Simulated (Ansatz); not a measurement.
**Geometry relaxation, with input and output: CBrCuO**

The run: geometry relaxation of CBrCuO. Method and program: RKS PBE-D4/def2-SVP (Ansatz 0.2.0).

The geometry comes from this level: GFN2-xTB. Figures and captions count atoms from 1; the log counts them from 0 in places.

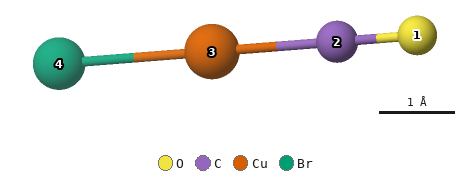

The starting structure (ball-and-stick view, seen at a tilt; atoms are numbered from 1 in the order of the input). Sticks mark near contacts. Bond lengths as drawn: Br–Cu 2.17 Å, C–Cu 1.78 Å and C–O 1.14 Å.

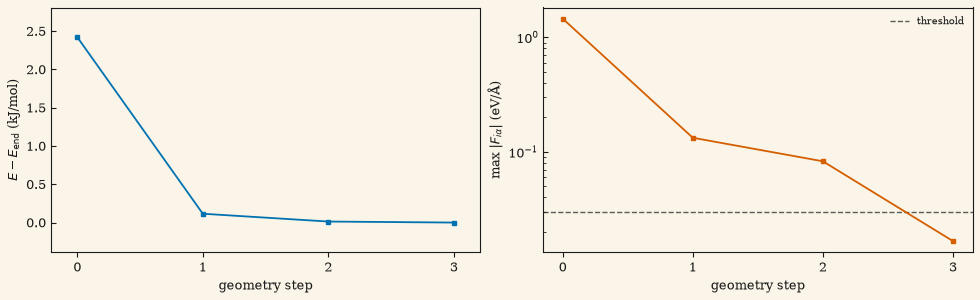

Progress of the relaxation, step by step (the first geometry is step 0 here and step 1 in the log).

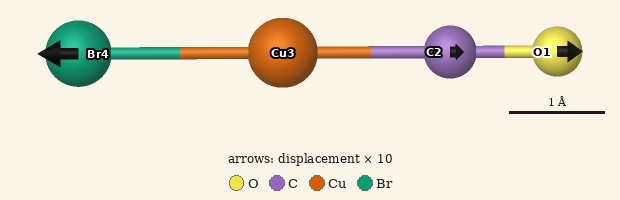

The starting structure with the displacements as black arrows, magnified 10 times (ball-and-stick view, seen at a tilt). The two geometries are laid on each other by the best rigid fit. The atom that moves furthest after the best rigid fit is Br4 (0.044 Å). Largest moves by element: Br 0.044 Å, O 0.027 Å, C 0.015 Å, Cu 0.002 Å. Among the contacts that change: Cu3–Br4 2.169 → 2.214 Å, C2–Cu3 1.777 → 1.790 Å, O1–C2 1.137 → 1.149 Å. After 3 geometry steps the energy has fallen by 2.42 kJ/mol. Largest force component: 1.5 eV/Å at the start, 0.017 eV/Å at the end. (Atoms are counted from 1 in the order of the input.)

The input and output of the run follow.

## Input
```yaml
crystal:
  periodic: [false, false, false]
  atoms:
    - { symbol: O, position_ang: [0.0, 0.0, -2.28316] }
    - { symbol: C, position_ang: [0.0, 0.0, -1.14631] }
    - { symbol: Cu, position_ang: [0.0, 0.0, 0.63046] }
    - { symbol: Br, position_ang: [0.0, 0.0, 2.79901] }
basis:
  gaussian: { orbitals: def2-SVP }
hamiltonian:
  xc: pbe
  dispersion: d4
relax:
  f_tol: 0.03
  max_steps: 200
```

Run as:
```bash
ansatz run input.yaml --threads 4 --pin off --max-ram 10240MiB --backend cpu --events-out ev --progress --plain --runs-dir out
```

## Output
```
The last accepted step is kept in [file] (removed where the run ends without a failure and the disk answers)
Engine: ansatz 0.2.0, aarch64-unknown-linux-gnu
Functional definition: PBE
  parameter kappa = 0.804
  parameter beta = 0.06672455060314922
  exchange = pbe_x(kappa = kappa, mu = beta*pi^2/3)
  correlation = pbe_c(beta = beta)
1030 factors; their error is unknown
mean field evaluation 1: about -117733.5789 eV, gradient 3.2e1 eV
mean field evaluation 2: about -117710.5717 eV, gradient 1.4e2 eV
mean field evaluation 4: about -117734.5618 eV, gradient 2.4e1 eV
mean field evaluation 8: about -117735.5176 eV, gradient 1.9e-1 eV
mean field evaluation 16: about -117735.4361 eV, gradient 4.9e-4 eV
mean field -117735.43607360 eV, -4326.6974717599 hartree, gradient 6.3e-5 eV, S^2 0.000000; 0 other end points of the search recorded, 0 dependent functions left out
the calculation of the forces begins
reference -117735.43611925 eV, -4326.6974734376 hartree; 39, 39 occupied and 52, 52 virtual orbitals, 1030 factors
relax step   1: F+E_penalty+E_count = -117735.52748653 eV  Δ(F+E_penalty+E_count) = +0.000e0 eV  max|allowed force component| = 1.455e0 eV/Å  Δτ_max = 0.0000 Å  (29 SCF iters, accepted)
these checks for a lower state are left out or cut short: starts, cluster_reference, orbital_swaps, neighbouring_geometries, increment
1030 factors; their error is unknown
mean field -117735.46063300 eV, -4326.6983743013 hartree, gradient 1.4e-5 eV, S^2 0.000000; 0 other end points of the search recorded, 0 dependent functions left out
the calculation of the forces begins
reference -117735.46067882 eV, -4326.6983759851 hartree; 39, 39 occupied and 52, 52 virtual orbitals, 1030 factors
relax step   2: F+E_penalty+E_count = -117735.55138374 eV  Δ(F+E_penalty+E_count) = -2.390e-2 eV  max|allowed force component| = 1.328e-1 eV/Å  Δτ_max = 0.0325 Å  (34 SCF iters, accepted)
these checks for a lower state are left out or cut short: starts, cluster_reference, orbital_swaps, neighbouring_geometries, increment
1030 factors; their error is unknown
mean field evaluation 32: about -117735.4619 eV, gradient 1.0e-3 eV
mean field -117735.46189553 eV, -4326.6984206985 hartree, gradient 1.4e-5 eV, S^2 0.000000; 0 other end points of the search recorded, 0 dependent functions left out
the calculation of the forces begins
reference -117735.46194151 eV, -4326.6984223880 hartree; 39, 39 occupied and 52, 52 virtual orbitals, 1030 factors
relax step   3: F+E_penalty+E_count = -117735.55244186 eV  Δ(F+E_penalty+E_count) = -1.058e-3 eV  max|allowed force component| = 8.279e-2 eV/Å  Δτ_max = 0.0092 Å  (33 SCF iters, accepted)
these checks for a lower state are left out or cut short: starts, cluster_reference, orbital_swaps, neighbouring_geometries, increment
1030 factors; their error is unknown
mean field -117735.46210426 eV, -4326.6984283690 hartree, gradient 1.4e-5 eV, S^2 0.000000; 0 other end points of the search recorded, 0 dependent functions left out
the calculation of the forces begins
reference -117735.46215039 eV, -4326.6984300644 hartree; 39, 39 occupied and 52, 52 virtual orbitals, 1030 factors
relax step   4: F+E_penalty+E_count = -117735.55257926 eV  Δ(F+E_penalty+E_count) = -1.374e-4 eV  max|allowed force component| = 1.666e-2 eV/Å  Δτ_max = 0.0021 Å  (34 SCF iters, accepted)
1030 factors; their error is unknown
mean field -117735.46210426 eV, -4326.6984283690 hartree, gradient 1.7e-5 eV, S^2 0.000000; 1 other end points of the search recorded, 0 dependent functions left out
the calculation of the forces begins
reference -117735.46215039 eV, -4326.6984300644 hartree; 39, 39 occupied and 52, 52 virtual orbitals, 1030 factors
Total energy: -117735.55262540 eV, -4326.7017549595 hartree
Atom 0 at    -0.000000     0.000000    -2.310235 Å, force    -0.000000     0.000000     0.005720 eV/Å
Atom 1 at     0.000000     0.000000    -1.161276 Å, force     0.000000    -0.000000    -0.016657 eV/Å
Atom 2 at     0.000000    -0.000000     0.628668 Å, force    -0.000000     0.000000     0.015091 eV/Å
Atom 3 at    -0.000000     0.000000     2.842843 Å, force     0.000000    -0.000000    -0.004154 eV/Å
Dipole moment:     0.000000    -0.000000    -0.767262 e Å
```

## Trajectory as extended XYZ (Å, eV, eV/Å), 4 frames, from step=1 to step=4
```
4
Properties=species:S:1:pos:R:3:forces:R:3 step=1 energy=-117735.52749
O     0.0000    0.0000   -2.2832    0.0000   0.0000  -1.4545
C     0.0000    0.0000   -1.1463    0.0000   0.0000   1.1849
Cu    0.0000    0.0000    0.6305    0.0000   0.0000  -0.3975
Br    0.0000    0.0000    2.7990    0.0000   0.0000   0.6671
4
Properties=species:S:1:pos:R:3:forces:R:3 step=2 energy=-117735.55138
O     0.0000    0.0000   -2.3039    0.0000   0.0000  -0.0236
C     0.0000    0.0000   -1.1550    0.0000   0.0000  -0.1126
Cu    0.0000    0.0000    0.6273    0.0000   0.0000   0.0033
Br    0.0000    0.0000    2.8315    0.0000   0.0000   0.1328
4
Properties=species:S:1:pos:R:3:forces:R:3 step=3 energy=-117735.55244
O     0.0000    0.0000   -2.3085    0.0000   0.0000   0.0166
C     0.0000    0.0000   -1.1593    0.0000   0.0000  -0.0828
Cu    0.0000    0.0000    0.6271    0.0000   0.0000   0.0621
Br    0.0000    0.0000    2.8407    0.0000   0.0000   0.0041
4
Properties=species:S:1:pos:R:3:forces:R:3 step=4 energy=-117735.55258
O     0.0000    0.0000   -2.3102    0.0000   0.0000   0.0057
C     0.0000    0.0000   -1.1613    0.0000   0.0000  -0.0167
Cu    0.0000    0.0000    0.6287    0.0000   0.0000   0.0151
Br    0.0000    0.0000    2.8428    0.0000   0.0000  -0.0042
```

## Results in brief

- outcome: converged
- total energy: −117735.5526 eV
- mean-field energy: −117735.4622 eV
- SCF solution under orbital rotations: stable
- largest force (length of the vector) at the end: 0.017 eV/Å
- hardware: 4 threads of Arm Neoverse N1, 98 GiB of memory available, shared host
- wall time: 7.3 s (CPU time 26 s)
- peak memory: 0.15 GiB
